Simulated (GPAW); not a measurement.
Band structure of PtAl2 (Fm-3m, 3 atoms in the cell).

```
PtAl2
1.0
    0.00000     2.90004     2.90004
    2.90004     0.00000     2.90004
    2.90004     2.90004     0.00000
Al Pt
2 1
Direct
  0.25000   0.25000   0.25000
  0.75000   0.75000   0.75000
  0.00000   0.00000   0.00000
```

Method: PBE, GPAW PAW datasets PBE (gpaw-data 1.0.1) (plane waves; GPAW).

Settings: mode = pw; ecut = 550 eV; xc = PBE; kpts = 13 13 13; mesh shift (steps) = 0 0 0; occupations.name = fermi-dirac; occupations.width = 0.1 eV; nbands = -11; convergence.density = 1e-05 e/electron; convergence.energy = 1e-05 eV/electron; symmetry.symmorphic = false; symmetry.tolerance = 0.0005; maxiter = 120; bandpath_npoints = 40.

The starting cell has typed, rounded lattice constants, without a prior relaxation at this level. Its lattice was rescaled by a random factor within 2.5 % of one. Spin-orbit coupling is off. Spin polarisation is off.

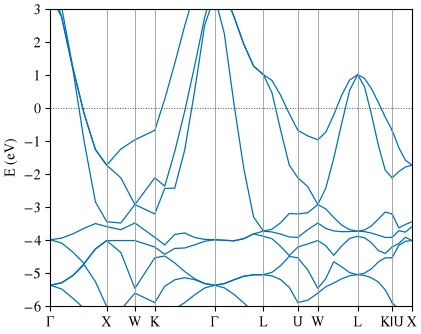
Bands along the path, energies from the Fermi level.

Levels in eV from the Fermi level, bands 8 to 15:
| point | 8 | 9 | 10 | 11 | 12 | 13 | 14 | 15 |
|---|---|---|---|---|---|---|---|---|
| Γ | -3.99 | -3.99 | 3.39 | 3.86 | 3.86 | 3.86 | 5.69 | 5.69 |
| X | -4.01 | -3.59 | -3.44 | -1.73 | -1.73 | 3.43 | 3.50 | 8.11 |
| W | -4.01 | -3.48 | -2.92 | -2.92 | -0.96 | 5.42 | 5.42 | 6.27 |
| K | -4.21 | -3.91 | -3.21 | -2.11 | -0.67 | 3.48 | 5.59 | 6.89 |
| L | -3.88 | -3.73 | -3.73 | 1.01 | 1.01 | 3.87 | 5.34 | 5.34 |
| U | -4.21 | -3.91 | -3.21 | -2.11 | -0.67 | 3.48 | 5.59 | 6.89 |

Bands cross the Fermi level along this path, so the cell is metallic at this level.
